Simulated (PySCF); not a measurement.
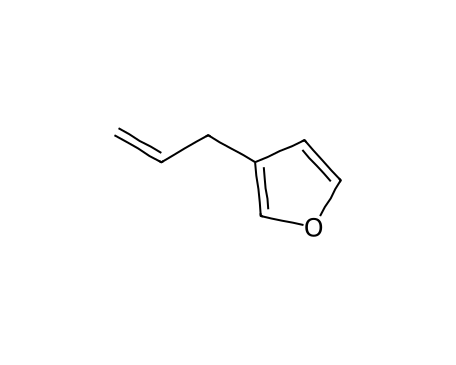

A structural formula.

Question: Write the SMILES.

Answer: C=CCc1ccoc1

Question: Give the formula, hydrogens included.

Answer: C7H8O.

Question: An optimisation with PBE0-D3(BJ)/def2-SVP gave a structure of which point group?

Answer: C1. Other conformers may differ.

The parts below concern this one geometry. Atoms keep their numbers from picture to picture. The computed structure is the end point of a PBE0-D3(BJ)/def2-SVP optimisation. No frequency run is at hand to confirm it as a minimum.

### Shape

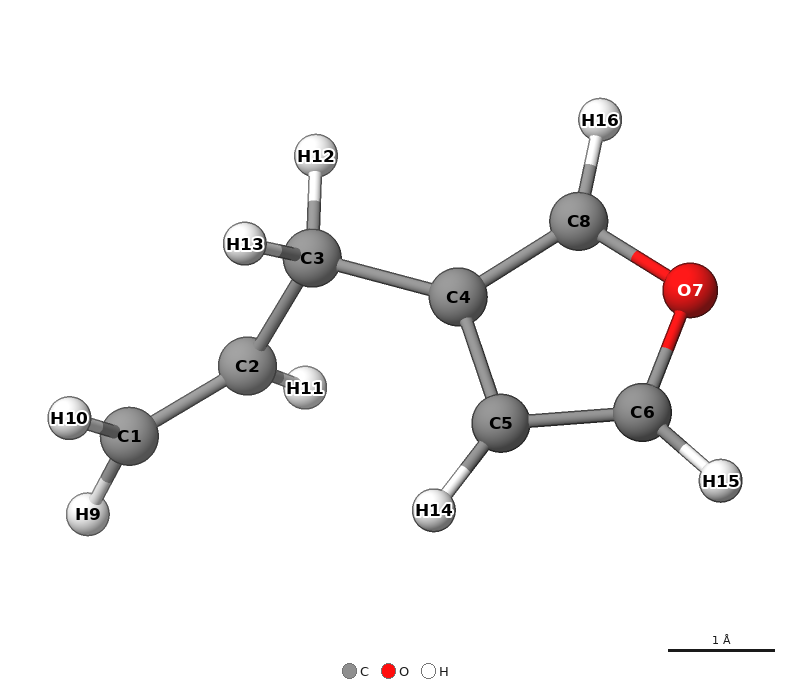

The atoms are numbered. No frequency run is at hand to confirm it as a minimum.

What are the angles C1–C2–C3, C2–C1–H9, C2–C3–H12, C2–C3–H13, C3–C2–H11, C3–C4–C8, C4–C3–H13, C4–C5–C6, C5–C4–C8, C5–C6–O7, C6–C5–H14, O7–C8–H16?

```
    angle  degrees
 C1–C2–C3    125.0
 C2–C1–H9    121.5
C2–C3–H12    109.6
C2–C3–H13    109.3
C3–C2–H11    115.6
 C3–C4–C8    127.8
C4–C3–H13    110.0
 C4–C5–C6    106.1
 C5–C4–C8    105.2
 C5–C6–O7    110.5
C6–C5–H14    127.0
O7–C8–H16    116.4
```

### Levels of theory compared

No frequency run is at hand to confirm it as a minimum. Program: PySCF 2.14.0.

Compare dipole (D), HOMO–LUMO gap (eV) at these levels: B3LYP/pcJ-1; CAM-B3LYP/def2-SVPD; KT3/pcSseg-1; PBE0/pcSseg-1.

```tsv
level	dipole (D)	HOMO–LUMO gap (eV)
B3LYP/pcJ-1	0.55	6.20
CAM-B3LYP/def2-SVPD	0.64	8.90
KT3/pcSseg-1	0.46	4.64
PBE0/pcSseg-1	0.54	6.64
```

### Excitation

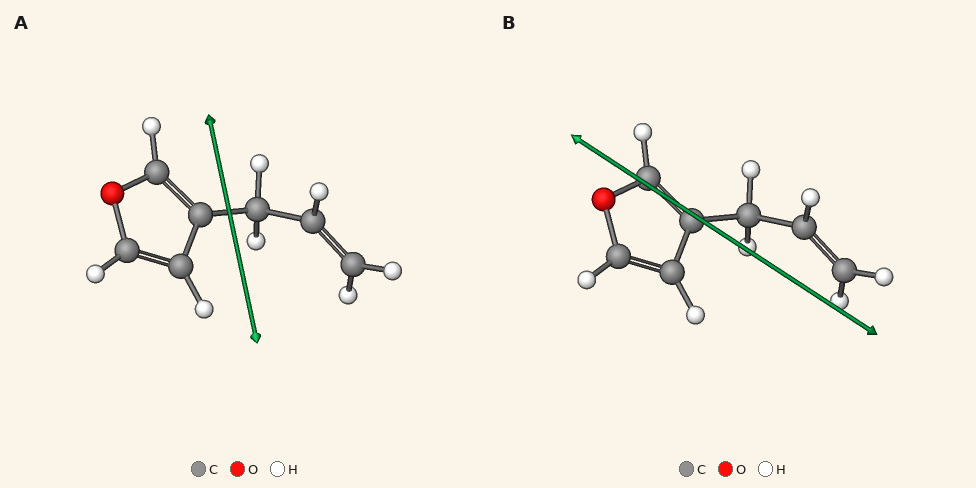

The double arrows show the directions of two transition dipoles from the ground state (lengths mean nothing). No frequency run is at hand to confirm it as a minimum. Level of theory: TDDFT CAM-B3LYP/def2-SVPD, vertical, gas phase, core orbitals frozen in the response (PySCF 2.14.0).

Question: One belongs to singlet state 6 and one to singlet state 7. Which is which?

Answer: A: state 7, 7.41 eV (167 nm), oscillator strength 0.055, of mixed character, with the largest part HOMO−1 → LUMO+1 (weight 0.19).
B: state 6, 7.30 eV (170 nm), oscillator strength 0.42, of mixed character, with the largest part HOMO−1 → LUMO (weight 0.47).

### Polarisability

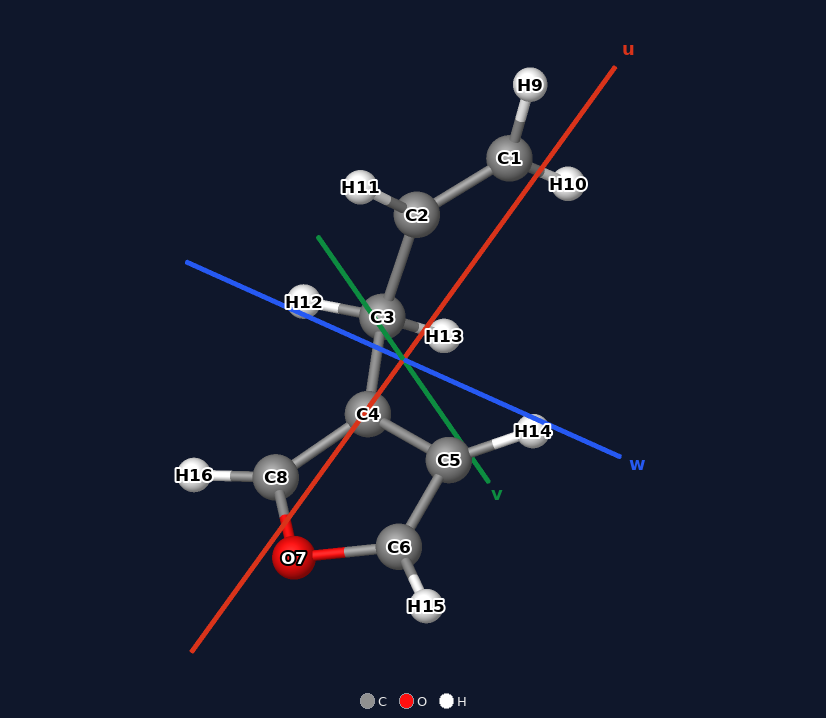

The lines u, v and w are the principal axes of the static dipole polarisability. No frequency run is at hand to confirm it as a minimum. Method: CAM-B3LYP/def2-SVPD (PySCF 2.14.0).

Question: Along which axis is the molecule most polarisable, and along which least?

Answer: Most along u (close to the long direction C1···O7), least along v.

Question: Give the three principal values.

Answer: u 107.6, v 61.6, w 82.0 bohr³; mean 83.7, anisotropy 39.9 bohr³.
